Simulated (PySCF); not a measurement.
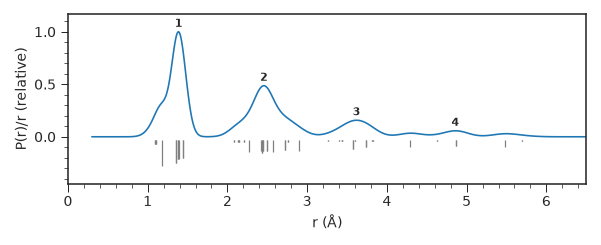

Simulated gas electron diffraction: radial distribution curve of C₆H₄N₂ (charge -1, ignored in the scattering factors) (spin multiplicity 2). Each pair of atoms contributes with weight ZᵢZⱼ/r (bars below the curve); damping constant 0.002 Å²; vibrational amplitudes assumed, not computed: 0.05 Å for bonds, 0.078 Å for bonds to H, 0.06 + 0.015 r up to 0.15 Å for other pairs. The geometry is the end point of an optimisation (PBE0-D3(BJ)/def2-SVP geometry optimisation, gas phase in PySCF); it may be a saddle point or a higher isomer.

Q: Read the positions of the numbered peaks and name the main pairs (– for bonds).

A: Peak 1, 1.39 Å: N–C 1.36 Å (×2), C–C 1.38–1.44 Å (×5), not resolved; in its flanks N–C 1.18 Å
Peak 2, 2.46 Å: C···C 2.28–2.72 Å (×8), N···C 2.44–2.58 Å (×3), not resolved
Peak 3, 3.62 Å: N···H 3.40–3.60 Å (×4), C···H 3.43–3.82 Å (×8), N···C 3.57 Å (×2), C···C 3.73 Å (×2), not resolved
Peak 4, 4.86 Å: C···H 4.62 Å (×2), N···C 4.87 Å (×2), not resolved
